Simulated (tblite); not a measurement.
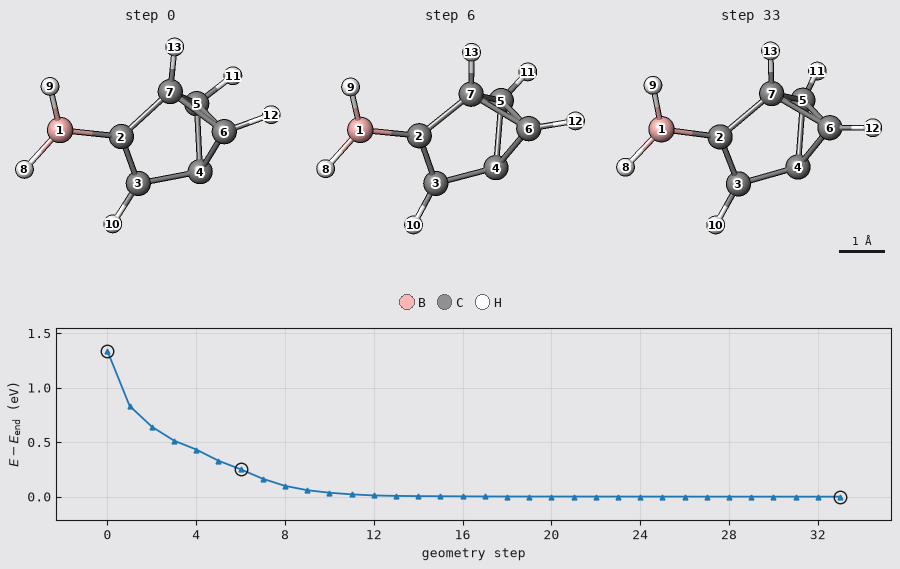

Frames of a relaxation of C₆H₆B (multiplicity 2), marked on the history of the run. A ball-and-stick model, seen at a tilt.

Theory: GFN2-xTB geometry optimisation, gas phase (tblite). 

Q: What happens along the run?

A: The largest moves after the best rigid fit, 0.50 Å, are those of H11 and H12. By element the largest moves are H 0.50 Å, C 0.16 Å, B 0.04 Å. Among the contacts that change: B1–C2 1.580 → 1.522 Å, C3–C4 1.519 → 1.464 Å, C5–H11 1.119 → 1.068 Å, C6–H12 1.114 → 1.068 Å. Among the angles between lasting bonds that change: C6–C5–H11 105.3° → 136.5°, C4–C5–H11 122.6° → 135.7°, C7–C5–H11 123.6° → 136.4°. The energy falls by 1.337 eV in 33 geometry steps. From step 0 to 6: H atoms move most (0.26 Å), energy −1.085 eV. From step 6 to 33: H atoms move most (0.27 Å), energy −0.251 eV.
